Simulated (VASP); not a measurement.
Band structure of Ba$_{3}$ZnN$_{2}$O (space group P4/mmm). Level of theory: PBEsol GGA, VASP's PBE PAW potentials (set 64) (plane waves; VASP).

Unless said otherwise, spin-orbit coupling is left out, though it shifts the bands of the heavy elements here.

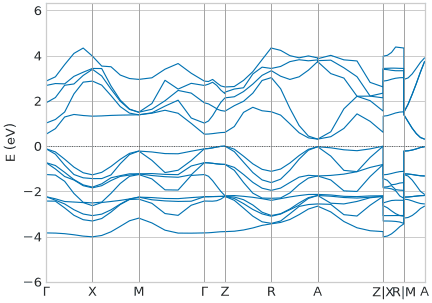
Figure: Bands along high-symmetry lines, zero at the valence-band maximum or, without a gap, the Fermi level

Q: Read the plot: is there a gap, and where are the band edges?

A: The gap is indirect, 0.31 eV, from the valence maximum at Z to the conduction minimum at A.

The structure comes from a computed database's Ba3ZnN2O entry; how it stands against other phases isn't given here. The cell was not relaxed at this level.
